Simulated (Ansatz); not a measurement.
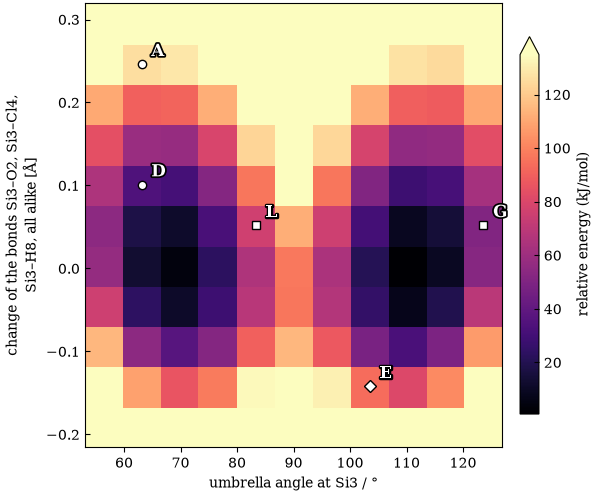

CH4ClOSi, SMILES CO[SiH]Cl, spin multiplicity 2. First axis: umbrella angle at Si3 (between each of its bonds and their common axis; 90 is planar). Second axis: change of the bonds Si3–O2, Si3–Cl4, Si3–H8, all alike. Nothing is relaxed (all other coordinates rigid). Grid: 11 × 11 points. Points are written as (first, second). All energies are given in kJ/mol relative to the relaxed molecule at the same level. Energies and slopes of some neighbouring points disagree (a jump in structure or state, or too coarse a mesh). The calculation used UKS SPW92 (LDA)/def2-TZVP in Ansatz 0.2.0.

Drawn: one coloured cell a grid point, one colour for all values above the top of the scale, lettered points.

**Is A the lowest point of the computed grid?**

No. A lies 125 kJ/mol above the lowest grid point, which is at (110.2°, 0.003 Å).

**Rank the lettered points by energy, lowest first.**

D (34 kJ/mol), G (51 kJ/mol), L (76 kJ/mol), E (94 kJ/mol), A (126 kJ/mol).
